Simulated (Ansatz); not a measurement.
LaB6 under a change: B on a La site (antisite), symmetric start

The parent structure is a 14-atom supercell of LaB6 (space group Pm-3m, No. 221; a = 4.153 Å) at its relaxed geometry.

Perturbation: one La atom is replaced by B, atoms relaxed at fixed cell.

Computed with r2SCAN (Ansatz, an electronic-structure program), without spin-orbit coupling. Γ-centred 8×8×8 mesh, Fermi–Dirac width 0.05 eV.

| quantity | base | changed | shift |
|---|---|---|---|
| pressure | 0.0 GPa | 0.1 GPa | +0.05 GPa |
| energy gained by relaxation | – | 0.02 eV | – |
| largest displacement of a host atom from its site in the perfect cell | – | 0.01 Å | – |
| mean distance from the defect site to its nearest host atoms | 305 pm | 305 pm | 0 pm |

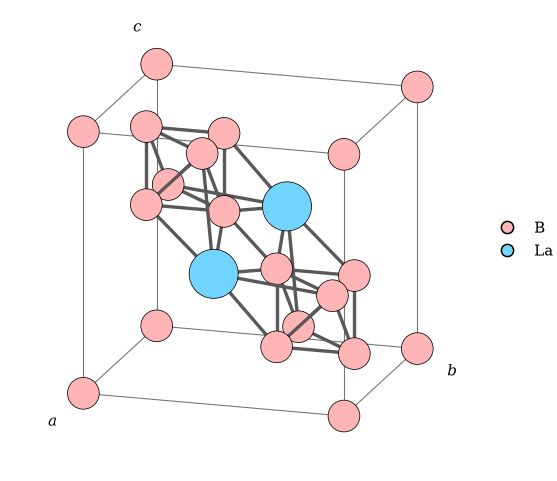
Fig. 1. The relaxed cell after the change

In so small a cell the defect repeats every few ångströms: this is an ordered compound, not a dilute defect. The defect started on the symmetric site and kept its symmetry, so it may sit on a saddle. All final runs are without spin polarisation. An odd electron count without spin: LaB6. The defect cell is not spin-polarised.
